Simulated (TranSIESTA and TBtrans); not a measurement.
Device: Li chain with a Li atom beside one bond. Leads: straight Li chain, spacing 2.95 Å. Geometry: as built, not relaxed. Transport runs along z; the first 6 and the last 6 of the 21 atoms are the lead cells, repeated to infinity.

```xyz
21
Lattice="9.000 0.000 0.000 0.000 9.000 0.000 0.000 0.000 59.000" Properties=species:S:1:pos:R:3 pbc="F F T"
Li     4.500     4.500     0.000
Li     4.500     4.500     2.950
Li     4.500     4.500     5.900
Li     4.500     4.500     8.850
Li     4.500     4.500    11.800
Li     4.500     4.500    14.750
Li     4.500     4.500    17.700
Li     4.500     4.500    20.650
Li     4.500     4.500    23.600
Li     4.500     4.500    26.550
Li     4.500     4.500    29.500
Li     4.500     4.500    32.450
Li     4.500     4.500    35.400
Li     4.500     4.500    38.350
Li     7.066     4.500    28.025
Li     4.500     4.500    41.300
Li     4.500     4.500    44.250
Li     4.500     4.500    47.200
Li     4.500     4.500    50.150
Li     4.500     4.500    53.100
Li     4.500     4.500    56.050
```

TranSIESTA and TBtrans, PBE, DZ numerical orbitals (energy shift 0.15 eV), PseudoDojo norm-conserving scalar-relativistic potentials, mesh cutoff 200 Ry, 300 K, no spin polarisation, no spin-orbit coupling; self-consistent non-equilibrium Green functions.

Energies count from the leads' Fermi level. Transmissions are for one spin of a degenerate pair. The energy step is 0.01 eV; narrower resonances are cut or missed.

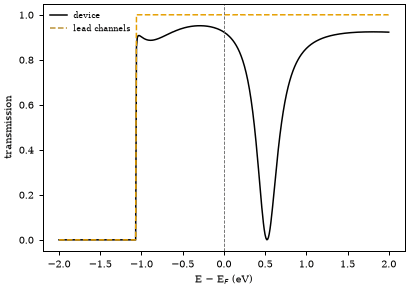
Transmission against energy

```csv
E (eV),T,lead channels
-2.00,0,0
-1.80,0,0
-1.60,0,0
-1.40,0,0
-1.20,0,0
-1.00,0.90,1
-0.80,0.89,1
-0.60,0.93,1
-0.40,0.95,1
-0.20,0.95,1
0.00,0.92,1
0.20,0.83,1
0.40,0.40,1
0.60,0.18,1
0.80,0.71,1
1.00,0.85,1
1.20,0.90,1
1.40,0.91,1
1.60,0.92,1
1.80,0.92,1
2.00,0.92,1
```

The straight chain is held at its spacing; free chains may zigzag or dimerise. No spin-polarised start was tried, so a magnetic state, if there is one, is missed.
